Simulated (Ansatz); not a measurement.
# UCCSDT(Q)/STO-3G run of SeF (SMILES F[Se])

Aim: the electronic atomisation energy of SeF at UCCSDT(Q)/STO-3G, from 3 runs. 

Program for the calculation: Ansatz 0.2.0.

40 further runs of the same task are left out: 12 that didn't finish, 28 set aside as unsound or not needed.

## 1. The molecule

The species is SeF (2 atoms), meant as a doublet with charge 0. As SMILES, `F[Se]`. Geometry: relaxed at PBE0-D4/def2-TZVP.

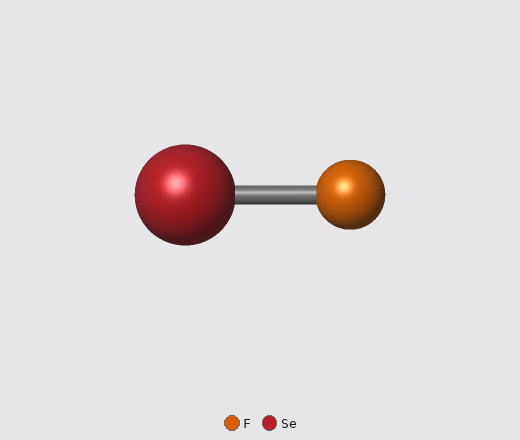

Viewed from a chosen angle; fluorine orange, selenium red.

## 2. A single-point energy at UCCSDT(Q)/STO-3G

Contents of run.yaml:

```yaml
crystal:
  periodic: [false, false, false]
  atoms:
    - {symbol: F, position_ang: [0.000000, -0.000000, 0.035070]}
    - {symbol: Se, position_ang: [-0.000000, 0.000000, 1.772540]}
basis:
  gaussian:
    orbitals: STO-3G
magnetization:
  spin_polarized: true
  initial_magnetization: 1
correlation:
  method: ccsdt_q
  frozen_orbitals: {F: 1, Se: 9}
accuracy: high
scf:
  omitted_lower_state_checks: [cluster_reference, increment]
```

On the command line:

```console
$ ansatz run run.yaml --threads 1 --pin off --max-ram 3480MiB --events-out events.jsonl --progress --plain --runs-dir runs
```

The program printed, cut to the lines that bear on the results:

```text
Warning: RAYON_NUM_THREADS=1 ignored (pool sized by the plan → 1); use --threads N
Functional definition: HF
  name "HF"
[...]
295 factors; integrals over basis functions are off by at most 2.5e-8 eV
[...]
mean field -67253.78446520 eV, -2471.5309928438 hartree, gradient 1.6e-8 eV, S^2 0.758698; 2 other end points of the search recorded, 0 dependent functions left out
10 core orbitals not correlated: weight in the atoms' cores, before any rotation towards them, 1.000 or more for the frozen orbitals, at most 0.000 for the correlated occupied ones
reference -67253.78446520 eV, -2471.5309928438 hartree; 12, 11 occupied and 1, 2 virtual orbitals, 295 factors
second order -0.86785437 eV of doubles, -0.00000000 eV of singles
cycle   1  -1.06779491 eV  change   -2.0e-1 eV  update   6.8e-2
[...]
cycle  22  -1.35705463 eV  change   5.2e-10 eV  update   2.6e-9
perturbative correction 0.00000000 eV, 0.0000000000 hartree
Total energy: -67255.14151983 eV, -2471.5808636815 hartree
Checks for a lower state left out: cluster_reference, increment
```

It took 0.74 s on 1 thread of Arm Neoverse V1, shared host; peak memory 0.1 GiB.

## 3. The F atom, same level

Contents of input.yaml:

```yaml
basis:
  gaussian: {orbitals: STO-3G}
crystal:
  periodic: [false, false, false]
  atoms:
    - {symbol: F, position_ang: [0.000000, 0.000000, 0.000000]}
magnetization: {spin_polarized: true, initial_magnetization: 1}
correlation: {method: ccsdt_q, frozen_orbitals: {F: 1}}
accuracy: high
scf: {omitted_lower_state_checks: [cluster_reference, increment]}
```

On the command line:

```console
$ ansatz run input.yaml --threads 1 --pin off --max-ram 3480MiB --events-out events.jsonl --progress --plain --runs-dir runs
```

The program printed, cut to the lines that bear on the results:

```text
Warning: RAYON_NUM_THREADS=1 ignored (pool sized by the plan → 1); use --threads N
[... 2 set-up lines as earlier in the session ...]
[...]
15 factors; integrals over basis functions are off by at most 1.2e-9 eV
[...]
mean field -2666.34863534 eV, -97.9865050328 hartree, gradient 0.0e0 eV, S^2 0.750000; 2 other end points of the search recorded, 0 dependent functions left out
1 core orbitals not correlated: weight in the atoms' cores, before any rotation towards them, 1.000 or more for the frozen orbitals, at most 0.000 for the correlated occupied ones
reference -2666.34863534 eV, -97.9865050328 hartree; 4, 3 occupied and 0, 1 virtual orbitals, 15 factors
second order 0.00000000 eV of doubles, 0.00000000 eV of singles
cycle   1  0.00000000 eV  change     0.0e0 eV  update    0.0e0
cycle   2  0.00000000 eV  change     0.0e0 eV  update    0.0e0
perturbative correction 0.00000000 eV, 0.0000000000 hartree
Total energy: -2666.34863534 eV, -97.9865050328 hartree
Checks for a lower state left out: cluster_reference, increment
```

It took 0.2 s on 1 thread of Arm Neoverse V1, shared host.

## 4. The Se atom at the same level

Contents of run.yaml:

```yaml
basis:
  gaussian:
    orbitals: STO-3G
crystal:
  periodic: [false, false, false]
  atoms:
    - {symbol: Se, position_ang: [0.000000, 0.000000, 0.000000]}
magnetization:
  spin_polarized: true
  initial_magnetization: 2
scf:
  omitted_lower_state_checks: [cluster_reference, increment]
accuracy: high
correlation:
  method: ccsdt_q
  frozen_orbitals: {Se: 9}
```

Run the same way, it converges to -2373.52735 Eh (log not shown).

## 5. Outcome

At UCCSDT(Q)/STO-3G, 10 core orbitals frozen:

```
                                              quantity           value
                                molecule: total energy  -2471.58086 Eh
molecule: correlation energy (10 core orbitals frozen)       -49.9 mEh
           molecule: ⟨S²⟩ of the reference determinant           0.759
                               molecule: T1 diagnostic           0.022
                                  F atom: total energy    -97.98651 Eh
    F atom: correlation energy (1 core orbital frozen)         0.0 mEh
             F atom: ⟨S²⟩ of the reference determinant           0.750
                                 F atom: T1 diagnostic           0.000
                                 Se atom: total energy  -2373.52735 Eh
  Se atom: correlation energy (9 core orbitals frozen)         0.0 mEh
            Se atom: ⟨S²⟩ of the reference determinant           2.000
                                Se atom: T1 diagnostic           0.000
                         electronic atomisation energy        1.823 eV
```

Taking the molecule apart into free atoms costs 1.82 eV (176 kJ/mol), before zero-point energy and without spin-orbit coupling. In a minimal basis such a difference can be off by several eV, whatever the method.
